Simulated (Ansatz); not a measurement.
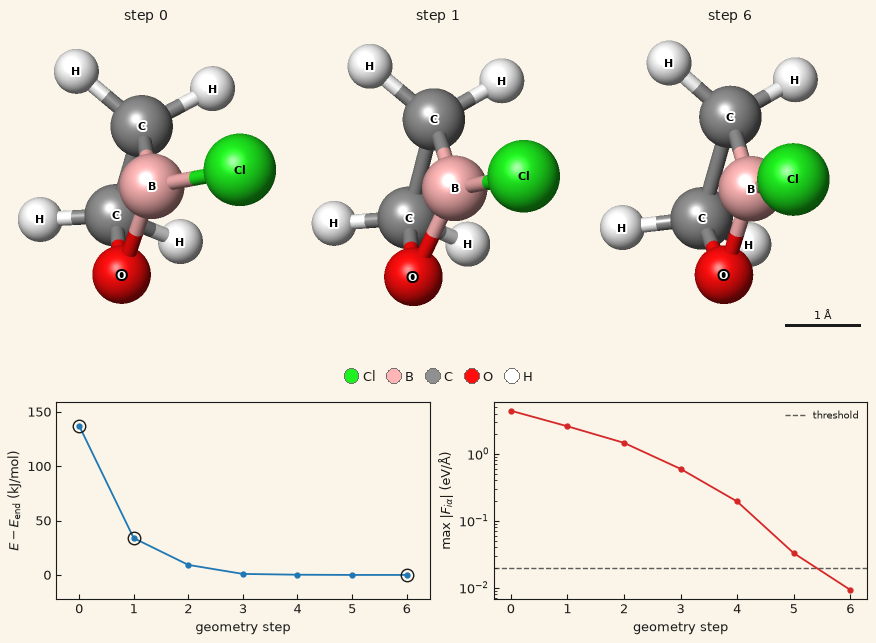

Frames of a relaxation of C2H4BClO, marked on the history of the run. A ball-and-stick model, seen from a free direction.

The run prepares an end point of a later path (hydrogen shift) calculation, from a guessed geometry.

Level of theory: Ansatz 0.2.0, UKS PBE0-D4/def2-SVP. (collinear spin; force threshold 0.02 eV/Å; at most 50 steps)

Describe the path.

The largest move after the best rigid fit is that of the Cl atom, 0.45 Å. By element the largest moves are Cl 0.45 Å, B 0.27 Å, O 0.25 Å, H 0.24 Å, C 0.15 Å. Near-neighbour distances that change, for instance: B–O 1.511 → 1.357 Å, C–C 1.427 → 1.536 Å, B–Cl 1.800 → 1.747 Å, C–H 1.148 → 1.100 Å. Among the angles between lasting bonds that change: C–B–O 83.9° → 96.6°, B–C–C 91.0° → 79.2°, Cl–B–C 129.2° → 138.0°. The energy falls by 137.3 kJ/mol in 6 geometry steps. The largest force component goes from 4.4 to 0.0093 eV/Å. From step 0 to 1: the B atom moves most (0.20 Å), energy −103.4 kJ/mol. From step 1 to 6: the Cl atom moves most (0.31 Å), energy −33.9 kJ/mol.

| step | E − E(0), kJ/mol | largest force component, eV/Å |
| --- | --- | --- |
| 0 | 0.00 | 4.4221 |
| 1 | -103.42 | 2.5885 |
| 2 | -128.06 | 1.4638 |
| 3 | -136.36 | 0.5970 |
| 4 | -137.09 | 0.1942 |
| 5 | -137.29 | 0.0328 |
| 6 | -137.30 | 0.0093 |
